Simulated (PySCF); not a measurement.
Consider GaF (charge −1, doublet).

```yaml
atoms:
  - { symbol: Ga, position_ang: [0.0000, 0.0000, -0.4056] }
  - { symbol: F, position_ang: [0.0000, 0.0000, 1.4714] }
```

All numbers below come from PBE0/aug-cc-pVDZ(-PP), non-relativistic Hamiltonian with scalar-relativistic core potentials where named, at a bond length of 1.877 Å in PySCF 2.14.0.

Predict the electron density, electron localisation function and spin density between the atoms.

Ga–F (1.88 Å): ρ is about 0.62 e/Å³ halfway; the ELF peaks at about 0.85 in the valence shell of F, 0.6 Å from its nucleus, and is about 0.15 at the midpoint.
The unpaired spin (1 electron) lies mostly on Ga1 (about 1.0), in electrons by Hirshfeld's partition.

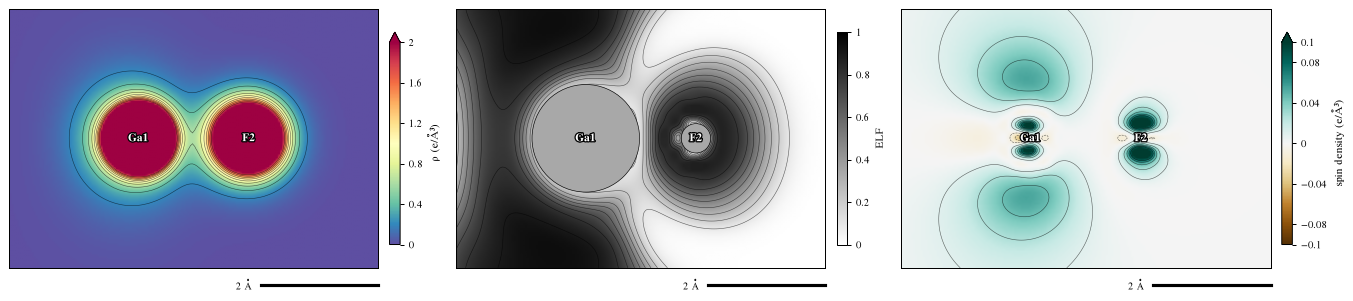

Computed electron density, electron localisation function and spin density on a plane that holds the molecular axis, in this order. Grey discs cover the atomic cores in the ELF map. 
